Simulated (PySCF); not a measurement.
# C₄H₁₃BN₂: NMR shifts at several levels of theory, part 2 of 2

PySCF 2.14.0. Atoms count from 0.

### 5 Shielding tensors: wB97X-D/pcSseg-2

Job settings and geometry (Å):

```
{"job": {"kind": "nmr", "xc": "wB97X-D", "basis": "pcSseg-2", "pop": false}, "charge": 0, "multiplicity": 1}
C     -1.584225     0.839895     0.964321
N     -1.255606    -0.228445     0.057547
C     -2.416837    -0.908090    -0.457111
B      0.046629    -0.658802    -0.316882
N      1.270370     0.043336    -0.142078
C      1.425204     1.444314     0.149285
C      2.525732    -0.645842    -0.299359
H     -0.712592     1.140075     1.558219
H     -2.363276     0.507329     1.674879
H     -1.982589     1.739011     0.453370
H     -3.052500    -1.302782     0.359081
H     -3.052361    -0.236688    -1.066478
H     -2.111016    -1.748347    -1.093803
H      0.122238    -1.749085    -0.847112
H      1.749918     1.640007     1.190569
H      2.194180     1.885299    -0.511473
H      0.492992     1.993706    -0.029106
H      3.118236    -0.644152     0.635951
H      3.153050    -0.174767    -1.080767
H      2.349415    -1.691682    -0.582353
```

With the program's defaults for keys left out, this is: GIAO wB97X-D/pcSseg-2 NMR shielding, non-relativistic, gas phase.

What it wrote:

```text
coarse grid: 15616 points
cycle   1  E = -294.6276518757  dE =  7.889e-01  |g| = 3.418e-01  |ddm| = 2.771e+00
cycle   2  E = -294.6432227998  dE = -1.557e-02  |g| = 2.728e-01  |ddm| = 4.736e-01
cycle   3  E = -294.6581709335  dE = -1.495e-02  |g| = 5.661e-02  |ddm| = 1.826e-01
cycle   4  E = -294.6588561338  dE = -6.852e-04  |g| = 1.383e-02  |ddm| = 4.326e-02
cycle   5  E = -294.6589013253  dE = -4.519e-05  |g| = 2.339e-03  |ddm| = 1.596e-02
cycle   6  E = -294.6589032581  dE = -1.933e-06  |g| = 5.929e-04  |ddm| = 3.411e-03
final grid: 147864 points
cycle   7  E = -294.6711717835  dE = -3.860e-04  |g| = 1.006e-02  |ddm| = 7.011e-02
cycle   8  E = -294.6711762931  dE = -4.510e-06  |g| = 9.433e-03  |ddm| = 1.346e-02
cycle   9  E = -294.6711945243  dE = -1.823e-05  |g| = 8.796e-04  |ddm| = 5.348e-03
cycle  10  E = -294.6711946490  dE = -1.246e-07  |g| = 5.242e-04  |ddm| = 9.789e-04
cycle  11  E = -294.6711947071  dE = -5.813e-08  |g| = 5.042e-05  |ddm| = 3.580e-04
cycle  12  E = -294.6711947081  dE = -1.039e-09  |g| = 1.571e-05  |ddm| = 1.140e-04
cycle  13  E = -294.6711947082  dE = -1.023e-10  |g| = 5.268e-06  |ddm| = 4.034e-05
converged SCF energy = -294.6711947082

GIAO shielding tensors (ppm)
atom      isotropic    diamagn.    paramagn.     s11        s22        s33       span
  0 C      143.721     242.441     -98.720    122.253    131.642    177.269     55.016
  1 N      189.431     329.045    -139.614    116.013    218.091    234.190    118.177
  2 C      138.340     236.517     -98.177    110.241    121.833    182.946     72.704
  3 B       71.789     201.239    -129.450     44.647     83.825     86.895     42.248
  4 N      189.300     329.098    -139.798    115.490    217.955    234.455    118.965
  5 C      143.772     242.420     -98.648    122.309    131.698    177.310     55.001
  6 C      138.337     236.505     -98.168    110.147    121.905    182.960     72.813
  7 H       27.961      33.098      -5.137     23.120     29.024     31.740      8.620
  8 H       29.174      29.653      -0.479     25.436     27.120     34.966      9.530
  9 H       28.647      30.748      -2.101     24.928     26.448     34.565      9.637
 10 H       28.939      28.386       0.553     25.108     26.655     35.053      9.945
 11 H       28.838      28.339       0.499     24.849     26.722     34.943     10.094
 12 H       28.229      29.146      -0.917     24.141     27.478     33.068      8.928
 13 H       27.334      34.176      -6.842     23.941     27.469     30.592      6.651
 14 H       28.647      30.730      -2.082     24.937     26.430     34.575      9.637
 15 H       29.176      29.658      -0.482     25.438     27.123     34.967      9.530
 16 H       27.958      33.114      -5.156     23.109     29.040     31.724      8.614
 17 H       28.834      28.312       0.523     24.842     26.713     34.948     10.105
 18 H       28.942      28.384       0.558     25.114     26.658     35.053      9.939
 19 H       28.225      29.139      -0.914     24.139     27.481     33.055      8.916
```

Run time: 100 s. Hardware: 8 threads of Arm Neoverse V2, shared host.

In short: δ C0 43.4, N1 70.7, B3 28.2, H13 4.02, H7 2.73 ppm (means over like atoms).

### 6 Shielding tensors: KT2/pcSseg-2

Settings changed since step 5:

```diff
@@ -1,2 +1,2 @@
-{"job": {"kind": "nmr", "xc": "wB97X-D", "basis": "pcSseg-2", "pop": false}, "charge": 0, "multiplicity": 1}
+{"job": {"kind": "nmr", "xc": "KT2", "basis": "pcSseg-2", "pop": false}, "charge": 0, "multiplicity": 1}
 C     -1.584225     0.839895     0.964321
```

Method: GIAO KT2/pcSseg-2 NMR shielding, non-relativistic, gas phase.

What it wrote:

```text
coarse grid: 15616 points
cycle   1  E = -299.6874337307  dE =  3.887e-01  |g| = 5.608e-01  |ddm| = 2.907e+00
cycle   2  E = -299.5616059787  dE =  1.258e-01  |g| = 8.932e-01  |ddm| = 1.590e+00
cycle   3  E = -299.7726532799  dE = -2.110e-01  |g| = 1.518e-01  |ddm| = 1.167e+00
cycle   4  E = -299.7773006705  dE = -4.647e-03  |g| = 4.138e-02  |ddm| = 1.124e-01
cycle   5  E = -299.7776665522  dE = -3.659e-04  |g| = 7.267e-03  |ddm| = 3.223e-02
cycle   6  E = -299.7776785947  dE = -1.204e-05  |g| = 1.686e-03  |ddm| = 5.886e-03
cycle   7  E = -299.7776792579  dE = -6.632e-07  |g| = 5.946e-04  |ddm| = 1.904e-03
final grid: 147864 points
cycle   8  E = -299.8001013652  dE = -5.470e-04  |g| = 9.543e-03  |ddm| = 2.390e-01
cycle   9  E = -299.8000730623  dE =  2.830e-05  |g| = 1.358e-02  |ddm| = 1.963e-02
cycle  10  E = -299.8001205906  dE = -4.753e-05  |g| = 2.511e-03  |ddm| = 1.326e-02
cycle  11  E = -299.8001217595  dE = -1.169e-06  |g| = 9.680e-04  |ddm| = 2.036e-03
cycle  12  E = -299.8001219554  dE = -1.959e-07  |g| = 3.065e-04  |ddm| = 7.053e-04
cycle  13  E = -299.8001219758  dE = -2.038e-08  |g| = 7.822e-05  |ddm| = 2.385e-04
cycle  14  E = -299.8001219771  dE = -1.312e-09  |g| = 1.827e-05  |ddm| = 5.995e-05
cycle  15  E = -299.8001219772  dE = -8.515e-11  |g| = 4.346e-06  |ddm| = 2.265e-05
converged SCF energy = -299.8001219772

GIAO shielding tensors (ppm)
atom      isotropic    diamagn.    paramagn.     s11        s22        s33       span
  0 C      141.126     242.518    -101.392    118.225    128.538    176.616     58.392
  1 N      177.986     323.073    -145.087    105.176    208.022    220.759    115.582
  2 C      135.880     236.138    -100.257    107.524    117.693    182.424     74.900
  3 B       75.765     201.462    -125.696     51.255     84.893     91.146     39.891
  4 N      177.853     323.129    -145.276    104.663    207.898    220.999    116.336
  5 C      141.171     242.492    -101.320    118.271    128.576    176.666     58.396
  6 C      135.878     236.114    -100.236    107.434    117.754    182.445     75.012
  7 H       27.542      33.163      -5.621     22.943     28.538     31.144      8.201
  8 H       28.870      29.189      -0.319     25.356     26.808     34.446      9.090
  9 H       28.258      30.373      -2.115     24.336     26.317     34.121      9.786
 10 H       28.677      27.998       0.679     24.777     26.573     34.680      9.904
 11 H       28.538      27.944       0.594     24.511     26.547     34.555     10.044
 12 H       27.875      29.162      -1.287     24.076     27.138     32.412      8.336
 13 H       27.160      32.825      -5.664     23.995     27.220     30.267      6.272
 14 H       28.259      30.352      -2.093     24.348     26.299     34.130      9.782
 15 H       28.873      29.198      -0.325     25.359     26.811     34.449      9.090
 16 H       27.537      33.175      -5.638     22.932     28.556     31.124      8.192
 17 H       28.534      27.913       0.621     24.506     26.535     34.560     10.055
 18 H       28.679      28.000       0.679     24.783     26.574     34.680      9.897
 19 H       27.871      29.157      -1.285     24.075     27.141     32.397      8.323
```

Wall time 51 s (8 threads of Arm Neoverse V2, shared host).

Key values: δ C0 43.8, N1 82.2, B3 22.5, H13 4.02, H7 2.88 ppm (means over like atoms).

### 7 Shielding tensors: HF/pcSseg-2

Settings changed since step 6:

```diff
@@ -1,2 +1,2 @@
-{"job": {"kind": "nmr", "xc": "KT2", "basis": "pcSseg-2", "pop": false}, "charge": 0, "multiplicity": 1}
+{"job": {"kind": "nmr", "xc": "HF", "basis": "pcSseg-2", "pop": false}, "charge": 0, "multiplicity": 1}
 C     -1.584225     0.839895     0.964321
```

Level: GIAO HF/pcSseg-2 NMR shielding, non-relativistic, gas phase.

What it wrote:

```text
final grid: 147864 points
cycle   1  E = -292.6840443212  dE =  1.249e+00  |g| = 4.787e-01  |ddm| = 2.826e+00
cycle   2  E = -292.7573637583  dE = -7.332e-02  |g| = 1.500e-01  |ddm| = 4.897e-01
cycle   3  E = -292.7637231495  dE = -6.359e-03  |g| = 5.594e-02  |ddm| = 1.840e-01
cycle   4  E = -292.7646532649  dE = -9.301e-04  |g| = 5.858e-03  |ddm| = 5.913e-02
cycle   5  E = -292.7646690987  dE = -1.583e-05  |g| = 1.534e-03  |ddm| = 1.036e-02
cycle   6  E = -292.7646703738  dE = -1.275e-06  |g| = 4.160e-04  |ddm| = 2.882e-03
cycle   7  E = -292.7646704851  dE = -1.113e-07  |g| = 1.121e-04  |ddm| = 1.015e-03
cycle   8  E = -292.7646704943  dE = -9.160e-09  |g| = 3.717e-05  |ddm| = 2.287e-04
cycle   9  E = -292.7646704950  dE = -7.371e-10  |g| = 1.619e-05  |ddm| = 5.502e-05
converged SCF energy = -292.7646704950

GIAO shielding tensors (ppm)
atom      isotropic    diamagn.    paramagn.     s11        s22        s33       span
  0 C      154.225     238.254     -84.029    135.313    144.329    183.034     47.721
  1 N      211.233     335.604    -124.371    139.993    237.472    256.233    116.240
  2 C      149.832     232.572     -82.740    125.288    135.725    188.484     63.196
  3 B       82.359     200.322    -117.964     57.185     93.773     96.118     38.932
  4 N      211.107     335.655    -124.547    139.458    237.336    256.528    117.070
  5 C      154.276     238.236     -83.960    135.370    144.376    183.082     47.713
  6 C      149.829     232.547     -82.718    125.199    135.797    188.491     63.292
  7 H       28.540      33.334      -4.795     23.410     29.479     32.731      9.321
  8 H       29.625      29.143       0.482     25.493     27.537     35.845     10.352
  9 H       29.182      30.674      -1.492     25.456     26.690     35.399      9.942
 10 H       29.388      28.109       1.279     25.319     27.001     35.845     10.527
 11 H       29.318      28.223       1.095     25.078     27.108     35.768     10.690
 12 H       28.716      29.032      -0.316     24.256     27.844     34.047      9.791
 13 H       27.904      34.129      -6.225     23.985     28.698     31.029      7.043
 14 H       29.182      30.656      -1.474     25.463     26.675     35.408      9.945
 15 H       29.628      29.154       0.474     25.494     27.542     35.847     10.353
 16 H       28.534      33.352      -4.817     23.397     29.491     32.716      9.319
 17 H       29.314      28.194       1.120     25.070     27.100     35.771     10.701
 18 H       29.390      28.107       1.284     25.322     27.006     35.843     10.522
 19 H       28.710      29.026      -0.316     24.252     27.846     34.032      9.780
```

Wall time 46 s (8 threads of Arm Neoverse V2, shared host).

In short: δ C0 39.4, N1 49.6, B3 32.2, H13 3.78, H7 2.55 ppm (means over like atoms).

### 8 Comparing the runs: NMR shifts

Shifts (ppm), means over like atoms, with basis size and wall time:

| run | C0 | H13 | H7 | N1 | B3 | functions | time |
| --- | --- | --- | --- | --- | --- | --- | --- |
| PBE0/pcSseg-2 | 43.3 | 4.06 | 2.75 | 76.3 | 27.5 | 434 | 79 s |
| PBE/pcSseg-2 | 44.6 | 4.13 | 2.86 | 87.4 | 24.4 | 434 | 51 s |
| wB97X-D/pcSseg-2 | 43.4 | 4.02 | 2.73 | 70.7 | 28.2 | 434 | 100 s |
| KT2/pcSseg-2 | 43.8 | 4.02 | 2.88 | 82.2 | 22.5 | 434 | 51 s |
| HF/pcSseg-2 | 39.4 | 3.78 | 2.55 | 49.6 | 32.2 | 434 | 46 s |

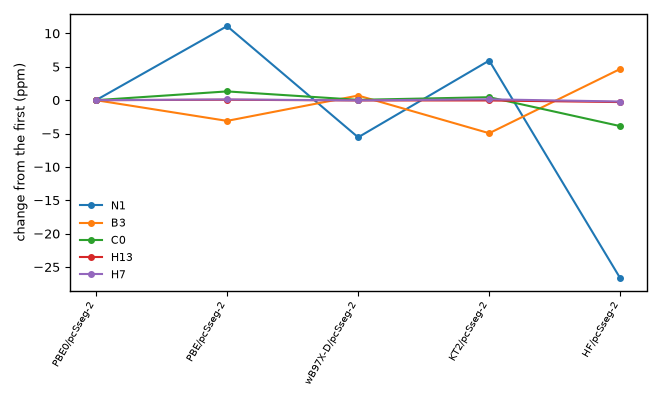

How the tabulated atoms move from run to run.

### 9 Outcome

The summary covers parts 1 to 2.

| quantity | value |
| --- | --- |
| point group | C2 |
| rotational constants (main isotopes) | 4.79, 1.54, 1.24 GHz |
| 13C shifts against TMS (PBE0/pcSseg-2, means over atoms taken as alike) | 43.3 ppm |
| 1H shifts against TMS (PBE0/pcSseg-2, means over atoms taken as alike) | 4.06, 2.75 ppm |
| 15N shifts against NH3 (PBE0/pcSseg-2, means over atoms taken as alike) | 76.3 ppm |
| 11B shifts against BF3·OEt2 (PBE0/pcSseg-2) | 27.5 ppm |
| range of the shift of N1 (with its like atoms) | 49.6 to 87.4 ppm |

**Reading.** Single values in the summary come from the first sound run of each kind (PBE0/pcSseg-2), which need not be the best level. The optimisation took 7 steps and gained 0.061 eV; among the close pairs (by a distance rule), B3–H13 changed most, from 1.178 to 1.215 Å. At PBE0/pcSseg-2: The widest tensor belongs to N1, N4: span 121 ppm, with a paramagnetic part of -144 ppm. Across the 5 runs the shift of N1 (with its like atoms) moves most, between 49.6 (HF/pcSseg-2) and 87.4 ppm (PBE/pcSseg-2).
